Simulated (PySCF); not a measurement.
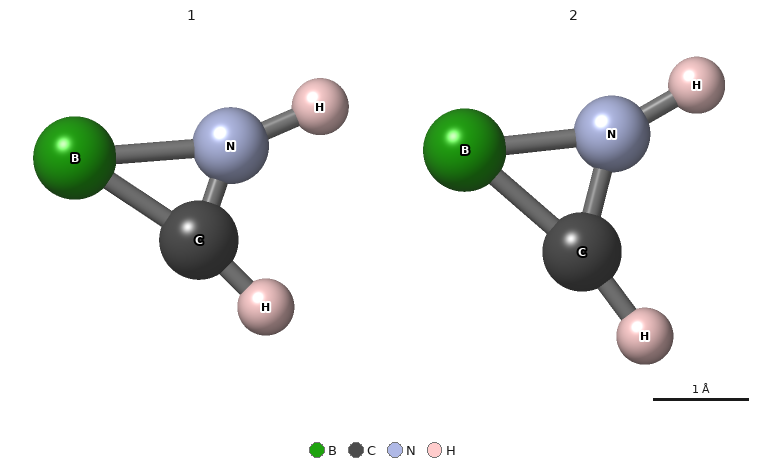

Two geometries of CH2BN, drawn at one scale. One is the start of a relaxation, the other its converged end. A ball-and-stick model, seen face on.

These are results of RKS PBE-D4/def2-SVP, density fitting in PySCF, not measurements. 

Which geometry has the lower energy?

Answer. Structure 2 is the relaxed one. It is one of the separated reactants of a reaction. An H atom moves most after the best rigid fit: 0.31 Å. By element the largest moves are H 0.31 Å, C 0.12 Å, N 0.12 Å, B 0.12 Å. Near-neighbour distances that change, for instance: C–N 1.052 → 1.283 Å, C–H 0.997 → 1.107 Å, B–N 1.651 → 1.565 Å, B–C 1.568 → 1.636 Å. Bond angles that change, for instance: N–C–H 116.2° → 128.9°, B–C–N 75.3° → 63.5°, C–B–N 38.0° → 47.2°. After 9 geometry steps the energy has fallen by 81.5 kcal/mol.
